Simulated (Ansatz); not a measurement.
# Electron scattering at the Σ5 (210) boundary in bcc Nb, part 2 of 3

Wanted: what the Σ5 (210) boundary in bcc Nb costs an interconnect.

Ansatz 0.2.0; Ansatz plane-wave DFT, r2SCAN, PAW files; relaxation of a bicrystal slab with its lowest layers held; PAW set soft_1 (the session's first sound run).

So far. Step 2 (Relaxing the bicrystal): The largest force component on a free atom ends at 0.0098 eV/Å, under the tolerance of 0.03, after 11 steps.

### 3. Transmission across the boundary

This step: Ansatz plane-wave DFT, r2SCAN, PAW files; ballistic transport by layer matching (Landauer), zero bias; boundary relaxed in a short slab, bulk layers laid on; PAW set soft_1 (Ansatz 0.2.0).

System of this step: Σ5 (210) boundary in bcc Nb. The cell holds 56 atoms: 56 Nb. Its edges and angles: a = 7.393 Å, b = 3.306 Å, c = 48.788 Å, α = 90.0°, β = 90.0°, γ = 90.0°. It derives from Nb. Regions: lower grain, 23 atoms (23 Nb); boundary, 14 atoms (14 Nb); upper grain, 19 atoms (19 Nb). Vacuum lies along c.

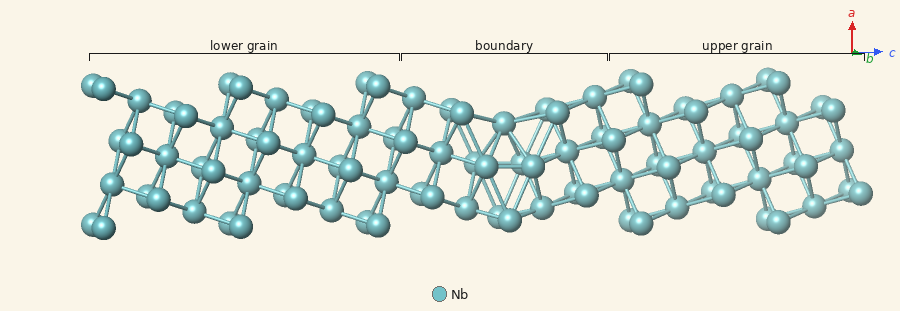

The cell of this step (niobium teal). Some periodic images of atoms are drawn too.

Input file input.yaml:

```yaml
crystal:
  lattice:
    - [7.393111554, 0.0, 0.0]
    - [0.0, 3.3063, 0.0]
    - [0.0, 0.0, 48.7883068812]
  atoms:
    - { symbol: Nb, position: [-9.0, -15.0, 0.0819868582] }
    - { symbol: Nb, position: [-8.7, -14.5, 0.097140308] }
    - { symbol: Nb, position: [-8.4, -14.0, 0.1122937577] }
    - { symbol: Nb, position: [-8.1, -13.5, 0.1274472074] }
    - { symbol: Nb, position: [-7.8, -13.0, 0.1426006571] }
    - { symbol: Nb, position: [-7.5, -12.5, 0.1577541069] }
    - { symbol: Nb, position: [-7.2, -12.0, 0.1729075566] }
    - { symbol: Nb, position: [-6.9, -11.5, 0.1880610063] }
    - { symbol: Nb, position: [-6.6, -11.0, 0.203214456] }
    - { symbol: Nb, position: [-6.3, -10.5, 0.2183679057] }
    - { symbol: Nb, position: [-6.0, -10.0, 0.2335213555] }
    - { symbol: Nb, position: [-5.7, -9.5, 0.2486748052] }
    - { symbol: Nb, position: [-5.4, -9.0, 0.2638282549] }
    - { symbol: Nb, position: [-5.1, -8.5, 0.2789817046] }
    - { symbol: Nb, position: [-4.8, -8.0, 0.2941351544] }
    - { symbol: Nb, position: [-4.5, -7.5, 0.3092886041] }
    - { symbol: Nb, position: [-4.2, -7.0, 0.3244420538] }
    - { symbol: Nb, position: [-3.9, -6.5, 0.3395955035] }
    - { symbol: Nb, position: [-3.6, -6.0, 0.3547489533] }
    - { symbol: Nb, position: [-3.3, -5.5, 0.369902403] }
    - { symbol: Nb, position: [-3.0, -5.0, 0.3850558527] }
    - { symbol: Nb, position: [-2.7, -4.5, 0.4002093024] }
    - { symbol: Nb, position: [-2.4, -4.0, 0.4153627521] }
    - { symbol: Nb, position: [0.9, 0.5, 0.4305162019] }
    - { symbol: Nb, position: [0.1997657728, 0.0, 0.4449874198] }
    - { symbol: Nb, position: [0.5046066149, 0.5, 0.4606413336] }
    - { symbol: Nb, position: [0.8005948356, 0.0, 0.4775801142] }
    - { symbol: Nb, position: [0.1054591857, 0.5, 0.4886773678] }
    - { symbol: Nb, position: [0.4151948132, 0.0, 0.5045876216] }
    - { symbol: Nb, position: [0.7135774453, 0.5, 0.5298003351] }
    - { symbol: Nb, position: [0.0280917099, 0.0, 0.5304926473] }
    - { symbol: Nb, position: [0.4138638323, 0.0, 0.5560909766] }
    - { symbol: Nb, position: [0.1037253047, 0.5, 0.5721476507] }
    - { symbol: Nb, position: [0.7989780182, 0.0, 0.5832291283] }
    - { symbol: Nb, position: [0.5078822434, 0.5, 0.5996118903] }
    - { symbol: Nb, position: [0.2013795828, 0.0, 0.6152992403] }
    - { symbol: Nb, position: [0.8970410263, 0.5, 0.630097597] }
    - { symbol: Nb, position: [-2.4029589737, -4.0, 0.6452510467] }
    - { symbol: Nb, position: [-2.7029589737, -4.5, 0.6604044965] }
    - { symbol: Nb, position: [-3.0029589737, -5.0, 0.6755579462] }
    - { symbol: Nb, position: [-3.3029589737, -5.5, 0.6907113959] }
    - { symbol: Nb, position: [-3.6029589737, -6.0, 0.7058648456] }
    - { symbol: Nb, position: [-3.9029589737, -6.5, 0.7210182954] }
    - { symbol: Nb, position: [-4.2029589737, -7.0, 0.7361717451] }
    - { symbol: Nb, position: [-4.5029589737, -7.5, 0.7513251948] }
    - { symbol: Nb, position: [-4.8029589737, -8.0, 0.7664786445] }
    - { symbol: Nb, position: [-5.1029589737, -8.5, 0.7816320943] }
    - { symbol: Nb, position: [-5.4029589737, -9.0, 0.796785544] }
    - { symbol: Nb, position: [-5.7029589737, -9.5, 0.8119389937] }
    - { symbol: Nb, position: [-6.0029589737, -10.0, 0.8270924434] }
    - { symbol: Nb, position: [-6.3029589737, -10.5, 0.8422458931] }
    - { symbol: Nb, position: [-6.6029589737, -11.0, 0.8573993429] }
    - { symbol: Nb, position: [-6.9029589737, -11.5, 0.8725527926] }
    - { symbol: Nb, position: [-7.2029589737, -12.0, 0.8877062423] }
    - { symbol: Nb, position: [-7.5029589737, -12.5, 0.902859692] }
    - { symbol: Nb, position: [-7.8029589737, -13.0, 0.9180131418] }
kpoints:
  mp_grid: { grid: [4, 8, 1] }
hamiltonian:
  xc: r2scan
  pseudopotentials: { kind: paw, azcp: { folder: soft_1 } }
scf:
  occupations: { method: fermi_dirac, width: 0.1 }
output:
  transmission:
    leads: [[12, 13], [45, 46]]
    kmesh: [10, 20]
    e_range: [-0.1, 0.1]
    de: 0.05
  write_potential: true
  write_density: true
  volumetric_format: npy
  elf: true
```

Command:

```bash
$ ansatz run input.yaml --threads 4 --pin off --max-ram 15360MiB --backend cpu --events-out ev --progress --plain --runs-dir out
```

Numbers of over 12 decimals in the logs are rounded to 6 here.

The log of the run:

```text
[...]
Crystal: 56 atoms, lattice volume = 1192.574 Å³
Basis set: ecut = 500 eV, 30159 PW (Γ), exchange–correlation on 216×100×1440 points (64 copies of the dense FFT grid, shifted against one another)
Bands: 437, of which v1, the nominal top of the filled ones, is band 364 counted from 1 (363 counted from 0)
Symmetry: 2 space group operations
[...]
k-points: 15 of 32 (time reversal used)
[...]
SCF iter   1: F=—  HF=-255588.154919 eV  |F-HF|=—  |Δ(HF+E_count)|=         —  Δρ=7.87e-2  dr2=1.53e3  dr2_τ=2.70e0  ethr=3.10e-3  ⟨swp⟩=8.4  Hψ=27682  notcnv=0  defer=23
[...]
SCF iter  12: F=-255556.103678 eV  HF=-255556.103678 eV  |F-HF|=1.16e-8  |Δ(HF+E_count)|=   3.10e-7  Δρ=1.57e-6  dr2=6.26e-8  dr2_τ=5.30e-9  ethr=1.37e-11  ⟨swp⟩=20.5  Hψ=31724  notcnv=0
SCF 1 converged in 12 iterations: F = -255556.103678 eV  dr2 = 6.26e-8
[...]
transmission: 266 of 2640 steps passed
transmission: 530 of 2640 steps passed
[...]
transmission: 2640 of 2640 steps passed
WARN: The input density's exchange-correlation potential varies sharply where the density is thin. Do not read a vacuum level from v_tot or v_xc, or from such a field of the output density. On a cell that repeats whose density bears no net charge and no dipole along the vacuum's axis use v_es (v_loc + v_h of the components); under efield.dipole_correction with no amplitude use v_es + v_field, which holds any external [...]
SCF converged after 12 iterations
Free energy (F): -255556.103678 eV
[...]
Internal energy: -255553.676479 eV  (E = F + TS)
E sigma→0 (E₀):  -255554.890079 eV
Entropy (-TS):   -2.427199 eV (-43.343 meV/atom)
Fermi energy:    14.544570 eV
[...]
--- Band table (eV; the first three rows and the last of 15) ---
  k-point 0: bands = [... 360 lower, 14.7534, 14.7599, 14.7807, 14.7965, 14.8375, 14.8387, 14.8665, 14.8725, ... 69 higher]
  k-point 1: bands = [... 360 lower, 14.4351, 14.4591, 14.4968, 14.5160, 14.5415, 14.5546, 14.5678, 14.6229, ... 69 higher]
  k-point 2: bands = [... 360 lower, 14.1096, 14.1198, 14.1371, 14.1626, 14.1738, 14.1915, 14.2220, 14.2415, ... 69 higher]
  k-point 14: bands = [... 360 lower, 14.3958, 14.4138, 14.4317, 14.4952, 14.5071, 14.5184, 14.6024, 14.6340, ... 69 higher]
--- Transmission ---
  basis      : 255 plane waves across, 40 finite elements along
  points     : 66, standing for a mesh of 10 x 20
  energies   : 5 from -0.100000 to 0.100000 eV about the Fermi level, 0.050000 eV apart; the leads are filled to 0.000000 eV, and channels, transmission and decay are at 0.000000 eV
  crystal 0  : Nb3, at the sites [12, 13], period 2.2179 Å, over 17.74 Å; its Hamiltonian steps by up to 15.4 meV
    offset         : up to 0.0000 Å between an atom of the period and one for which it stands
    channels       : 5.905000e0 a spin
    conductance    : none, the energies end too early or step too widely for 300 K: set another output.transmission.e_range or a lower de, or, where they end at an eighth of basis.ecutwfc, a higher one
[...]
channels       : 5.925000e0 a spin
[...]
junction   : crystal 0 to crystal 1, 12.91 to 35.88 Å
    transmission   : 2.927398e0 a spin
[...]
```

Wall time 36 min (4 threads of Arm Neoverse V1, shared host); peak memory 11 GiB.

The column dr2 measures how far the density is from self-consistency, as an energy; F and HF (Harris–Foulkes) agree once it is small.

This step gave:

```
free energy                                    : -255556.1037 eV
energy at zero smearing                        : -255554.8901 eV
Fermi energy                                   : 14.54 eV
cell area                                      : 24.44 Å²
transmission per spin nearest the Fermi level  : 2.927
open channels per spin nearest the Fermi level : 5.905
open channels per spin, upper lead             : 5.925
step of the lead's potential                   : 15.4 meV
step of the upper lead's potential             : 14.3 meV
```

Per spin. The transmission, zone mean by energy, zero at the Fermi level:

```csv
energy (eV),"transmission, zone mean"
-0.1000,3.10
-0.0500,2.94
0.0000,2.93
0.0500,2.83
0.1000,2.68
```

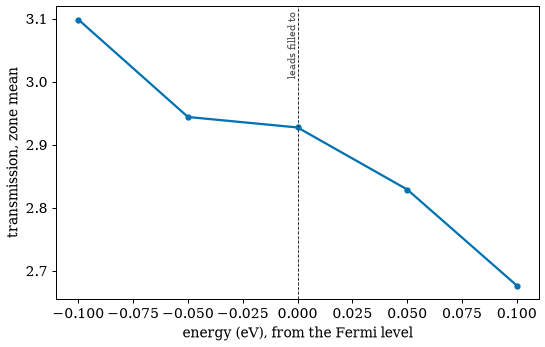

Transmission, zone mean against energy.

Per spin. Table of open channels, zone mean by energy, zero at the Fermi level:

```csv
energy (eV),lead,upper lead
-0.1000,6.45,6.42
-0.0500,6.00,6.01
0.0000,5.91,5.92
0.0500,5.67,5.67
0.1000,5.46,5.46
```

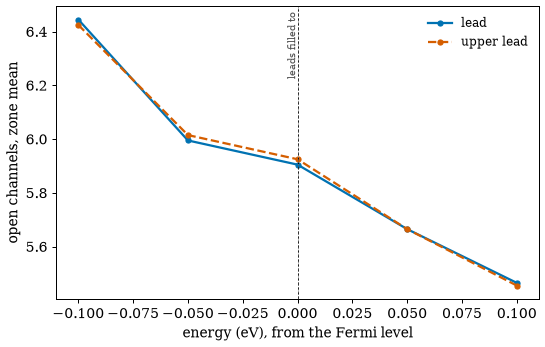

Open channels, zone mean, plotted against energy.

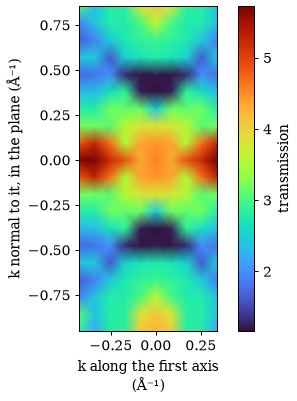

Transmission over k1 and k2. At 0.0000 eV from the Fermi level.

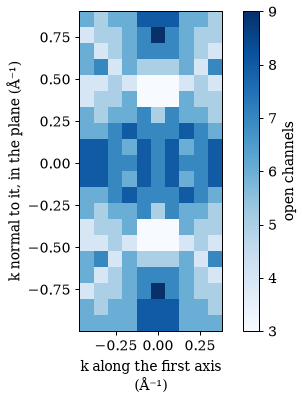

Open channels over k1 and k2. At 0.0000 eV from the Fermi level.

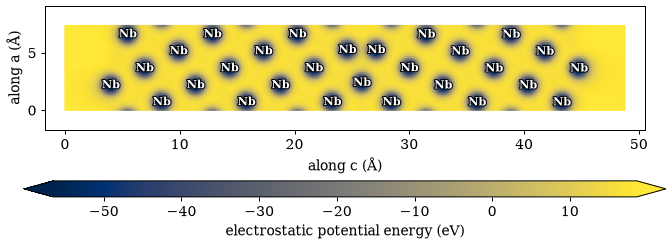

Electrostatic potential energy in the ca plane at fractional y = 0.000, with atoms of Nb within 0.2 Å of it. With pseudopotentials it is smooth inside the atoms' cores, unlike the true potential. The map starts off the cell's origin, so that atoms lie inside it.

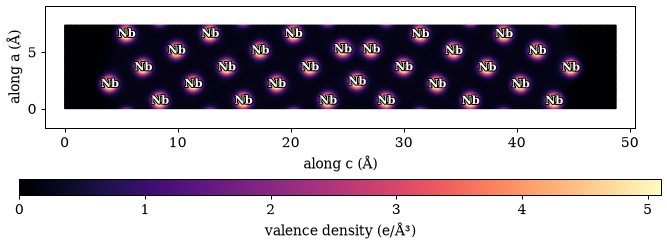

Valence density in the ca plane at fractional y = 0.000, with atoms of Nb within 0.2 Å of it. It is the smooth field of the valence electrons, not physical close to the nuclei. The map starts off the cell's origin, so that atoms lie inside it.

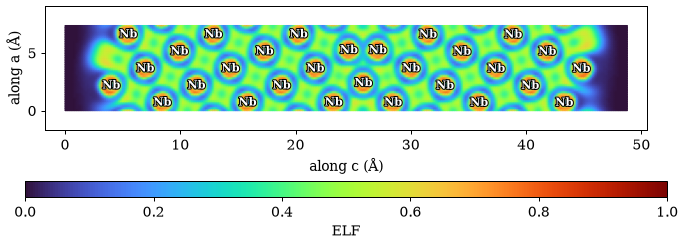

ELF in the ca plane at fractional y = 0.000, with atoms of Nb within 0.2 Å of it. It is the smooth field of the valence electrons, not physical close to the nuclei. The map starts off the cell's origin, so that atoms lie inside it.

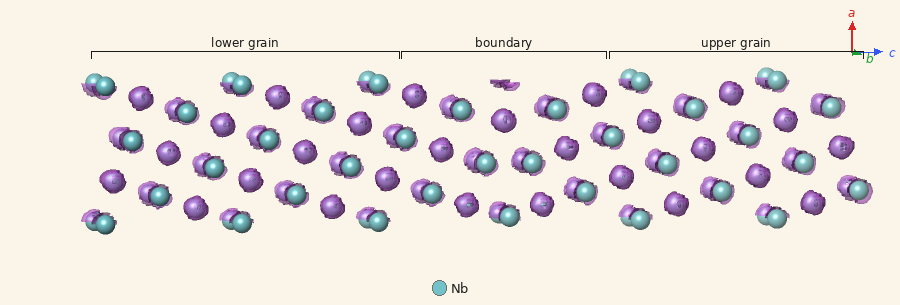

Surface of ELF = 0.71.

Over the solved energies the transmission per spin lies between 2.68 and 3.10, out of 5.90 channels of the lead on average (up to 6.45).

### 4. Specific resistance

This step: Ansatz plane-wave DFT, r2SCAN, PAW files; ballistic transport by layer matching (Landauer), zero bias; specific resistance of the boundary; PAW set soft_1 (Ansatz 0.2.0).

Numbers from this step:

```yaml
area_resistance: 0.5546 fΩ m²
t_over_the_leads_mean_channel_count: 0.4910
```

Averaged over the energies near the Fermi level, 49.1 % of the channels pass, which makes 0.555 fΩ m².

By hand, with T and the leads' channels N averaged over the energies near the Fermi level: RA = A (h/2e²)(1/T − ½[1/N₁ + 1/N₂]) = 24.44×10⁻²⁰ m² × 12 906 Ω × (1/2.895 − ½[1/5.895 + 1/5.897]) = 0.555 fΩ m².

(Part 2 of 3 ends here.)

[Logs are printed without paths, hosts, clocks, repeated set-up lines and the standing remarks that a program may print on its own settings, such as how far it seeks lower states.]

[Hosts, paths, dates, database ids (printed as entryN), source tags and the programs' standing remarks are cut or masked in the printed files.]
